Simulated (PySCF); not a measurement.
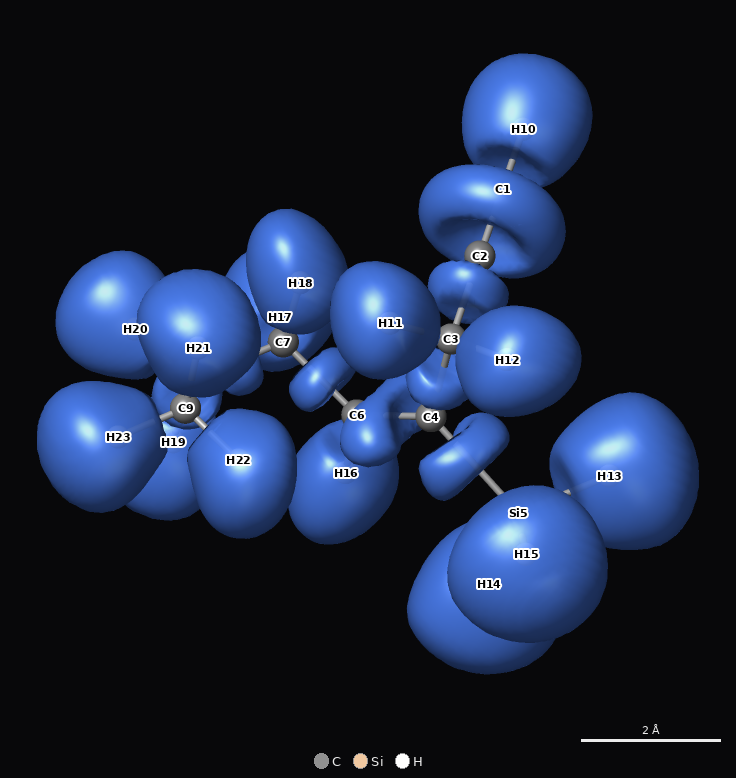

C8H14Si. Isosurface of the electron localisation function at 0.75 (blue), seen across its widest extent. Core shells and regions of very low density are left out.

Geometry: GFN2-xTB.

All numbers below come from PBE0/pcSseg-1, SCF density, gas phase, non-relativistic (PySCF).

```xyz
23

C     3.2215   -0.6644   -1.1912
C     2.4962   -0.3301   -0.2999
C     1.5848    0.0437    0.7626
C     0.3513   -0.8372    0.7392
Si    0.2208   -2.1121    2.1190
C    -0.5640   -0.7344   -0.2219
C    -0.5701    0.2087   -1.3833
C    -1.7715    1.1589   -1.3178
C    -1.6724    2.1117   -0.1332
H     3.8687   -0.9466   -1.9666
H     1.3076    1.0959    0.6429
H     2.1020   -0.0608    1.7208
H     1.3726   -3.0163    2.0604
H    -1.0288   -2.8589    1.9813
H     0.2465   -1.4055    3.4060
H    -1.4297   -1.3855   -0.1840
H    -0.6389   -0.3821   -2.3018
H     0.3539    0.7848   -1.4308
H    -2.6899    0.5729   -1.2353
H    -1.8239    1.7351   -2.2443
H    -0.7821    2.7321   -0.2173
H    -1.6181    1.5526    0.7986
H    -2.5415    2.7644   -0.0935
```

> Where are the electrons localised?

The ELF exceeds this value in seven regions between bonded C–C atoms (shared pairs), one region between bonded C–Si atoms (shared pairs) and 14 regions around hydrogen nuclei.

Values along the shortest contacts:
C–C (1.20 Å): the ELF peaks at about 0.85 between the atoms: a short, multiple covalent bond. C–Si (1.88 Å): the ELF peaks at about 0.95 between the atoms; a shared electron pair.
